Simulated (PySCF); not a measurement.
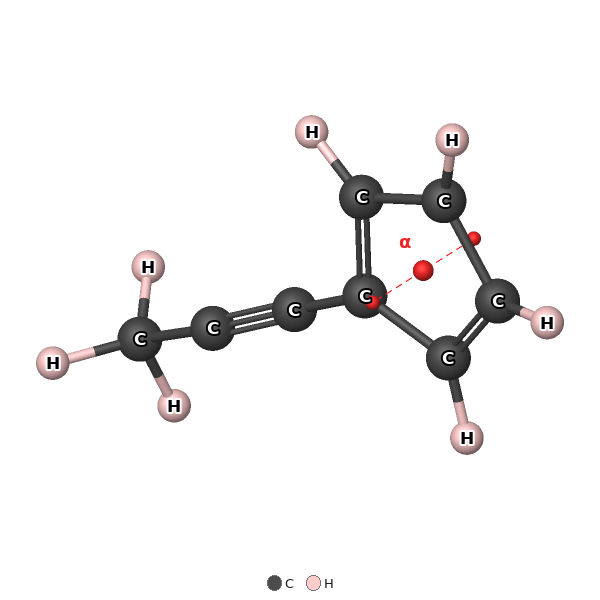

The small points mark where nucleus-independent chemical shifts (NICS) were computed: at the centre of each lettered ring and 1 Å above and below it. The species has charge −1 and is a spin singlet. Geometry: a frame of a GFN2-xTB molecular-dynamics simulation, not a minimum. Properties computed with GIAO PBE0/pcSseg-1 NMR shielding, non-relativistic, gas phase (PySCF 2.14.0).

Give NICS(0), NICS(1) and the out-of-plane component NICS(1)zz for each ring (means of the two sides).

```tsv
ring	members	NICS(0)	NICS(1)	NICS(1)zz
α	C5	−13.4	−11.4	−28.6
```

Values in ppm.

### What do the values say about the ring currents?

Ring α: diatropic, as in an aromatic ring. NICS is one index among several.
